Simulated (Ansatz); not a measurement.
**Molecular dynamics, with input and output: SiNH7S (part 4 of 4)**

Continued. System: SiNH7S. Method: RKS LDA/6-31G* (Ansatz 0.2.0). It belongs to a series of runs on one base structure; here: dynamics from the highest image of the converged band.

Geometry of the input (Å):
```
Si 0.0647  -0.0297  0.0865
N  0.1276  -0.1802  1.9494
H  -0.7995  -0.3543  2.3696
H  0.5531  0.6370  2.4181
H  1.4018  0.2707  -0.4945
H  -0.6773  1.2996  0.0549
H  -0.8744  -0.9895  -0.5589
S  1.4759  -2.3800  0.7832
H  0.4129  -3.2215  0.9370
H  0.7863  -1.1477  1.9483
```

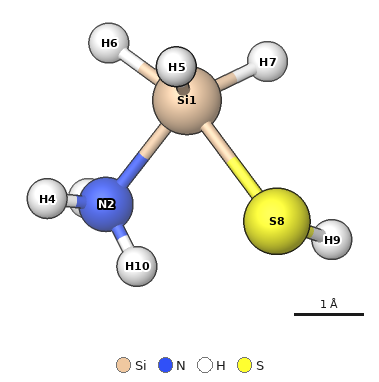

**Figure 1.** The geometry at step 164 of the log (ball-and-stick view, seen at a tilt; atoms are numbered from 1 in the order of the input).

Trajectory as extended XYZ, continued:
```
10
Properties=species:S:1:pos:R:3:forces:R:3 step=123 time_fs=61.5 energy=-20232.59997 temperature=105.9
Si    0.1457   -0.1756    0.1092   -0.4378   0.0365  -0.0415
N     0.0800   -0.1144    2.0266    1.3397  -0.7207  -0.2271
H    -0.8351   -0.0233    2.4276   -1.2662  -0.0468   0.4403
H     0.6543    0.6340    2.4100    0.3402   0.6765   0.0475
H     1.4145    0.3274   -0.4776    0.1375   0.0504  -0.1246
H    -0.6829    1.1487    0.1478    0.1898  -0.1697  -0.1199
H    -0.8852   -1.0166   -0.6044    0.1934   0.0122   0.0348
S     1.4324   -2.2948    0.7228   -0.2683   0.3011  -0.0585
H     0.3313   -3.1038    0.7437    0.0635  -0.0011   0.0062
H     0.5947   -1.0296    2.2427   -0.2917  -0.1385   0.0429
10
Properties=species:S:1:pos:R:3:forces:R:3 step=127 time_fs=63.5 energy=-20232.62868 temperature=133.2
Si    0.1502   -0.1844    0.1118   -0.5216  -0.0697  -0.2372
N     0.0805   -0.1111    2.0314   -0.0242  -0.7843   0.0585
H    -0.8561   -0.0182    2.4437   -0.2682  -0.0437  -0.0284
H     0.6474    0.6493    2.3870    0.4974   0.7718   0.2138
H     1.4107    0.3335   -0.4850    0.1485   0.0089  -0.0973
H    -0.6636    1.1482    0.1470    0.1363  -0.1759  -0.0900
H    -0.8881   -1.0163   -0.6306    0.3188   0.1203   0.1535
S     1.4295   -2.2895    0.7191   -0.2575   0.3327  -0.0615
H     0.3343   -3.1032    0.7451    0.0248  -0.0272  -0.0057
H     0.5667   -1.0279    2.2639   -0.0543  -0.1330   0.0943
10
Properties=species:S:1:pos:R:3:forces:R:3 step=132 time_fs=66.0 energy=-20232.62756 temperature=132.4
Si    0.1548   -0.1955    0.1146   -0.2246  -0.0973  -0.3860
N     0.0811   -0.1095    2.0380   -0.7301   0.3325   0.8650
H    -0.8913   -0.0139    2.4600    0.9708   0.0049  -0.5601
H     0.6595    0.7010    2.3668   -0.3003  -0.4719  -0.0978
H     1.4133    0.3411   -0.4991    0.0375  -0.0995  -0.0049
H    -0.6329    1.1389    0.1415   -0.0042  -0.0585  -0.0362
H    -0.8751   -1.0099   -0.6553    0.2762   0.0934   0.1623
S     1.4254   -2.2822    0.7142   -0.2326   0.3522  -0.0486
H     0.3392   -3.1041    0.7465   -0.0236  -0.0583  -0.0198
H     0.5298   -1.0323    2.2956    0.2310   0.0024   0.1260
10
Properties=species:S:1:pos:R:3:forces:R:3 step=136 time_fs=68.0 energy=-20232.62771 temperature=132.5
Si    0.1581   -0.2045    0.1162    0.1935  -0.0619  -0.3850
N     0.0796   -0.1076    2.0456   -0.1785   0.4777   0.7247
H    -0.8845   -0.0102    2.4519    0.5421   0.1293  -0.3684
H     0.6601    0.7279    2.3482   -0.5246  -0.9119  -0.1122
H     1.4173    0.3433   -0.5108   -0.0592  -0.1786   0.0730
H    -0.6081    1.1286    0.1353   -0.1303   0.0732   0.0176
H    -0.8529   -1.0009   -0.6684    0.0962  -0.0356   0.0599
S     1.4219   -2.2759    0.7103   -0.2390   0.3220  -0.0286
H     0.3424   -3.1072    0.7468   -0.0210  -0.0502  -0.0278
H     0.5091   -1.0358    2.3261    0.3209   0.2360   0.0468
10
Properties=species:S:1:pos:R:3:forces:R:3 step=141 time_fs=70.5 energy=-20232.63295 temperature=137.5
Si    0.1627   -0.2159    0.1175    0.6110  -0.0015  -0.2899
N     0.0774   -0.1039    2.0576    0.6839  -0.6091  -0.2454
H    -0.8562    0.0021    2.4258   -1.0136   0.2819   0.2771
H     0.6373    0.7189    2.3212    0.1499  -0.0251   0.2656
H     1.4192    0.3364   -0.5215   -0.0824  -0.2056   0.1152
H    -0.5844    1.1199    0.1289   -0.2262   0.1525   0.0859
H    -0.8212   -0.9923   -0.6822   -0.1709  -0.2106  -0.1092
S     1.4170   -2.2676    0.7053   -0.2649   0.2432  -0.0116
H     0.3454   -3.1135    0.7457    0.0246   0.0005  -0.0287
H     0.5000   -1.0271    2.3661    0.2887   0.3738  -0.0590
10
Properties=species:S:1:pos:R:3:forces:R:3 step=145 time_fs=72.5 energy=-20232.63457 temperature=139.2
Si    0.1673   -0.2250    0.1182    0.6386   0.0118  -0.2282
N     0.0772   -0.1024    2.0667   -0.1010  -1.0761  -0.5343
H    -0.8678    0.0229    2.4131   -0.7597   0.1721   0.2394
H     0.6231    0.7077    2.3096    0.6927   0.8247   0.5039
H     1.4175    0.3223   -0.5253   -0.0050  -0.1584   0.0875
H    -0.5747    1.1189    0.1272   -0.2193   0.0883   0.1234
H    -0.8021   -0.9937   -0.6972   -0.2602  -0.2400  -0.1544
S     1.4128   -2.2605    0.7013   -0.2586   0.1888  -0.0097
H     0.3488   -3.1186    0.7435    0.0497   0.0390  -0.0200
H     0.5052   -1.0052    2.3963    0.2229   0.1499  -0.0076
10
Properties=species:S:1:pos:R:3:forces:R:3 step=150 time_fs=75.0 energy=-20232.66162 temperature=165.0
Si    0.1742   -0.2364    0.1185    0.2876  -0.0617  -0.2246
N     0.0763   -0.1039    2.0764   -0.8872   0.5306  -0.0220
H    -0.9127    0.0563    2.4072    0.8132  -0.1790  -0.1561
H     0.6363    0.7299    2.3194   -0.0122  -0.0099   0.1723
H     1.4158    0.2966   -0.5258    0.1453  -0.0422   0.0074
H    -0.5739    1.1215    0.1316   -0.1297  -0.0966   0.1296
H    -0.7912   -1.0074   -0.7235   -0.1413  -0.0906  -0.0278
S     1.4071   -2.2514    0.6963   -0.1867   0.1598  -0.0050
H     0.3554   -3.1230    0.7399    0.0242   0.0429  -0.0026
H     0.5233   -0.9720    2.4344    0.0867  -0.2532   0.1289
10
Properties=species:S:1:pos:R:3:forces:R:3 step=155 time_fs=77.5 energy=-20232.64382 temperature=148.2
Si    0.1816   -0.2479    0.1183   -0.1040  -0.1756  -0.2861
N     0.0723   -0.1035    2.0858    0.1272   1.2849   0.2628
H    -0.9177    0.0802    2.3949    0.7649  -0.2911  -0.0261
H     0.6497    0.7526    2.3396   -0.6496  -0.7878  -0.1798
H     1.4223    0.2684   -0.5257    0.2104   0.0704  -0.0423
H    -0.5807    1.1185    0.1436   -0.0202  -0.2549   0.0950
H    -0.7884   -1.0262   -0.7510    0.0620   0.1170   0.1642
S     1.4010   -2.2420    0.6913   -0.0777   0.1463   0.0153
H     0.3633   -3.1251    0.7361   -0.0412   0.0069   0.0117
H     0.5454   -0.9509    2.4788   -0.2719  -0.1161  -0.0146
10
Properties=species:S:1:pos:R:3:forces:R:3 step=159 time_fs=79.5 energy=-20232.65377 temperature=157.5
Si    0.1875   -0.2574    0.1177   -0.1903  -0.2312  -0.3470
N     0.0693   -0.0995    2.0941    1.2702   0.3851   0.0265
H    -0.8909    0.0876    2.3840   -0.4691  -0.1426   0.3535
H     0.6362    0.7416    2.3499   -0.3118  -0.2651  -0.1289
H     1.4361    0.2485   -0.5271    0.1316   0.1184  -0.0208
H    -0.5874    1.1058    0.1574    0.0378  -0.2837   0.0507
H    -0.7843   -1.0370   -0.7668    0.1456   0.2057   0.2386
S     1.3960   -2.2342    0.6873   -0.0117   0.1069   0.0307
H     0.3681   -3.1263    0.7335   -0.0736  -0.0101   0.0171
H     0.5525   -0.9394    2.5140   -0.5287   0.1165  -0.2204
10
Properties=species:S:1:pos:R:3:forces:R:3 step=164 time_fs=82.0 energy=-20232.64852 temperature=152.8
Si    0.1945   -0.2696    0.1163    0.0014  -0.2151  -0.3468
N     0.0700   -0.0935    2.1043    0.6463  -0.7622  -0.3360
H    -0.8834    0.0893    2.3891   -0.8611  -0.0908   0.3873
H     0.6078    0.7211    2.3578    0.5749   0.9944   0.1928
H     1.4595    0.2298   -0.5297   -0.0690   0.1278   0.0515
H    -0.5939    1.0754    0.1771    0.0458  -0.1686  -0.0126
H    -0.7719   -1.0400   -0.7742    0.0928   0.1624   0.1690
S     1.3898   -2.2244    0.6824    0.0103  -0.0034   0.0436
H     0.3703   -3.1281    0.7312   -0.0554   0.0182   0.0157
H     0.5345   -0.9205    2.5469   -0.3860  -0.0628  -0.1645
10
Properties=species:S:1:pos:R:3:forces:R:3 step=168 time_fs=84.0 energy=-20232.67438 temperature=177.3
Si    0.2001   -0.2798    0.1147    0.2425  -0.1438  -0.2292
N     0.0726   -0.0905    2.1117   -0.6796   0.1121  -0.0410
H    -0.9103    0.0863    2.4088    0.3295  -0.2045  -0.0502
H     0.6043    0.7393    2.3704    0.3387   0.5684   0.1110
H     1.4759    0.2204   -0.5298   -0.2023   0.1242   0.0936
H    -0.5972    1.0436    0.1925    0.0049   0.0119  -0.0619
H    -0.7579   -1.0354   -0.7729   -0.0428   0.0278   0.0079
S     1.3848   -2.2165    0.6785    0.0065  -0.1236   0.0620
H     0.3697   -3.1289    0.7300   -0.0165   0.0621   0.0099
H     0.5035   -0.9078    2.5664    0.0192  -0.4345   0.0980
10
Properties=species:S:1:pos:R:3:forces:R:3 step=173 time_fs=86.5 energy=-20232.65005 temperature=154.2
Si    0.2076   -0.2927    0.1122    0.3801  -0.0376  -0.0151
N     0.0737   -0.0859    2.1209   -0.6069   1.0772   0.5876
H    -0.9261    0.0727    2.4302    0.8510  -0.0867  -0.3286
H     0.6132    0.7843    2.3901   -0.4425  -0.7959  -0.1893
H     1.4856    0.2153   -0.5250   -0.2319   0.1398   0.0847
H    -0.6014    1.0054    0.2083   -0.0563   0.2254  -0.1074
H    -0.7434   -1.0288   -0.7716   -0.1970  -0.1435  -0.1943
S     1.3786   -2.2069    0.6737    0.0395  -0.2644   0.1030
H     0.3681   -3.1264    0.7289    0.0034   0.0883  -0.0009
H     0.4662   -0.9133    2.5953    0.2605  -0.2025   0.0604
10
Properties=species:S:1:pos:R:3:forces:R:3 step=177 time_fs=88.5 energy=-20232.64813 temperature=152.1
Si    0.2141   -0.3032    0.1102    0.2051   0.0209   0.0719
N     0.0727   -0.0794    2.1299    0.2859   0.2180   0.7028
H    -0.9062    0.0579    2.4348   -0.0186   0.1685  -0.1677
H     0.6054    0.7929    2.3994   -0.3895  -0.8182  -0.1401
H     1.4838    0.2173   -0.5176   -0.1404   0.1725   0.0310
H    -0.6069    0.9836    0.2165   -0.0625   0.2786  -0.1253
H    -0.7395   -1.0290   -0.7781   -0.1912  -0.1733  -0.2341
S     1.3737   -2.1996    0.6701    0.1171  -0.3417   0.1336
H     0.3668   -3.1208    0.7281   -0.0237   0.0683  -0.0096
H     0.4466   -0.9265    2.6207    0.2178   0.4065  -0.2626
10
Properties=species:S:1:pos:R:3:forces:R:3 step=182 time_fs=91.0 energy=-20232.63488 temperature=139.5
Si    0.2226   -0.3162    0.1078   -0.3095   0.1124   0.0006
N     0.0725   -0.0710    2.1436    0.4036  -1.3905   0.1177
H    -0.8876    0.0490    2.4330   -1.0143   0.3373   0.0601
H     0.5800    0.7683    2.4059    0.4563   0.5167   0.2596
H     1.4747    0.2292   -0.5071    0.0304   0.2040  -0.0508
H    -0.6166    0.9704    0.2200    0.0052   0.1576  -0.1280
H    -0.7438   -1.0378   -0.7979   -0.0050  -0.0608  -0.1027
S     1.3678   -2.1910    0.6657    0.2434  -0.3975   0.1591
H     0.3636   -3.1103    0.7265   -0.0801   0.0225  -0.0156
H     0.4341   -0.9220    2.6387    0.2701   0.4983  -0.3001
10
Properties=species:S:1:pos:R:3:forces:R:3 step=186 time_fs=93.0 energy=-20232.64217 temperature=146.4
Si    0.2290   -0.3264    0.1059   -0.7020   0.2760  -0.1292
N     0.0734   -0.0679    2.1551   -0.7212  -0.9945  -0.1796
H    -0.9092    0.0553    2.4324   -0.1845   0.1925  -0.1200
H     0.5748    0.7640    2.4202    0.6047   0.8720   0.3210
H     1.4681    0.2473   -0.5005    0.1077   0.1782  -0.0805
H    -0.6244    0.9670    0.2173    0.0781  -0.0087  -0.1136
H    -0.7480   -1.0478   -0.8185    0.1759   0.0563   0.0447
S     1.3634   -2.1846    0.6624    0.3214  -0.4499   0.1803
H     0.3578   -3.1007    0.7246   -0.0980   0.0088  -0.0170
H     0.4358   -0.8986    2.6412    0.4179  -0.1306   0.0941
10
Properties=species:S:1:pos:R:3:forces:R:3 step=191 time_fs=95.5 energy=-20232.63525 temperature=139.8
Si    0.2356   -0.3386    0.1032   -0.8819   0.6062  -0.2673
N     0.0720   -0.0669    2.1690   -0.7169   0.8883   0.0754
H    -0.9414    0.0724    2.4251    0.8543  -0.0577  -0.2016
H     0.5939    0.7951    2.4516   -0.3179  -0.4334  -0.1799
H     1.4651    0.2789   -0.4962    0.0576   0.0549  -0.0417
H    -0.6299    0.9617    0.2081    0.1173  -0.1615  -0.0665
H    -0.7436   -1.0572   -0.8416    0.2931   0.1226   0.1384
S     1.3584   -2.1775    0.6587    0.3672  -0.5686   0.2247
H     0.3456   -3.0881    0.7214   -0.0610   0.0375  -0.0199
H     0.4598   -0.8778    2.6503    0.2882  -0.4884   0.3385
10
Properties=species:S:1:pos:R:3:forces:R:3 step=195 time_fs=97.5 energy=-20232.62227 temperature=127.2
Si    0.2395   -0.3474    0.1007   -0.7593   0.8946  -0.3219
N     0.0688   -0.0641    2.1803    0.5009   0.7267   0.3486
H    -0.9362    0.0846    2.4114    0.4568  -0.1251   0.0363
H     0.6000    0.8078    2.4713   -0.6156  -0.8166  -0.3851
H     1.4653    0.3068   -0.4947   -0.0457  -0.0819   0.0212
H    -0.6295    0.9512    0.1977    0.0811  -0.1859  -0.0061
H    -0.7280   -1.0597   -0.8547    0.2588   0.0865   0.0963
S     1.3549   -2.1725    0.6559    0.3863  -0.6823   0.2704
H     0.3331   -3.0765    0.7179   -0.0121   0.0676  -0.0234
H     0.4907   -0.8791    2.6702   -0.2511   0.1164  -0.0363
10
Properties=species:S:1:pos:R:3:forces:R:3 step=200 time_fs=100.0 energy=-20232.60410 temperature=109.6
Si    0.2430   -0.3567    0.0969   -0.4418   1.1468  -0.3070
N     0.0669   -0.0584    2.1955    1.4342  -0.7017  -0.0153
H    -0.9125    0.0937    2.3979   -0.7445  -0.0954   0.3714
H     0.5791    0.7871    2.4772    0.0303   0.2439  -0.1244
H     1.4628    0.3369   -0.4916   -0.1210  -0.2137   0.0716
H    -0.6252    0.9287    0.1848   -0.0391  -0.0983   0.0809
H    -0.6955   -1.0590   -0.8668    0.0929  -0.0389  -0.0806
S     1.3512   -2.1675    0.6530    0.4247  -0.7741   0.3230
H     0.3168   -3.0584    0.7122    0.0167   0.0636  -0.0250
H     0.5146   -0.8736    2.6923   -0.6523   0.4677  -0.2947
```

Key numbers:

```csv
quantity,value
outcome,finished
mean temperature over the second half,135 K
trajectory,"200 steps, 100 fs"
ensemble,nve
temperature in the input,100.0 K
time step,0.5 fs
potential energy (last step),−20232.6041 eV
mean-field energy (last step),−20232.6041 eV
largest force (length of the vector) (last step),1.597 eV/Å
wall time,4.2 min
peak memory,0.099 GiB
```

Notes:

So short a trajectory is not equilibrated.
